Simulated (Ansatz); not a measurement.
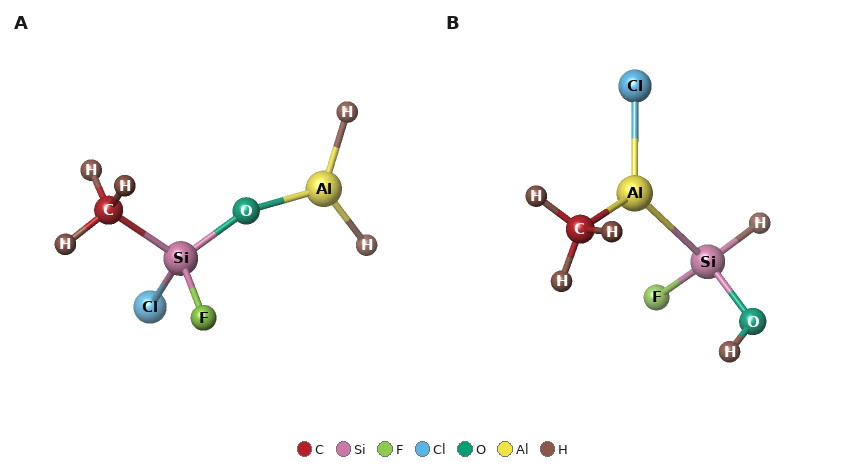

2 stationary structures of one formula. Geometries: PBE0-D4/def2-TZVP. Electronic energies: CCSD(T)/CBS (MP2 limit from def2-TZVPP and def2-QZVPP plus CCSD(T) − MP2) (Ansatz 0.2.0), without zero-point energy. No frequency run is at hand to confirm each as a minimum. Each is one conformer, not always the lowest.

Which is lowest in energy, and by how much?

A is lowest; B lies 31.7 kcal/mol above it. A is `C[Si@@](F)(Cl)[O][AlH2]`, B is `[CH3][Al]([Cl])[Si@@H](O)F`.

Give E(B) − E(A) in kcal/mol at these levels too: B2PLYP (frozen core)/def2-TZVPP; PBE0-D4/def2-TZVPP; B3LYP-D4/def2-TZVPP; CCSD(T)/CBS (MP2 limit from def2-TZVPP and def2-QZVPP plus CCSD(T) − MP2); RHF-CCSD(T) (frozen core)/def2-TZVPP; ωB97M-V/def2-TZVPP; PBE0-D4/def2-TZVP; ωB97X-V/def2-TZVPP.

| level | E(B) − E(A) (kcal/mol) |
| --- | --- |
| B2PLYP (frozen core)/def2-TZVPP | +31.9 |
| PBE0-D4/def2-TZVPP | +28.1 |
| B3LYP-D4/def2-TZVPP | +31.6 |
| CCSD(T)/CBS (MP2 limit from def2-TZVPP and def2-QZVPP plus CCSD(T) − MP2) | +31.7 |
| RHF-CCSD(T) (frozen core)/def2-TZVPP | +32.1 |
| ωB97M-V/def2-TZVPP | +33.3 |
| PBE0-D4/def2-TZVP | +29.0 |
| ωB97X-V/def2-TZVPP | +31.7 |
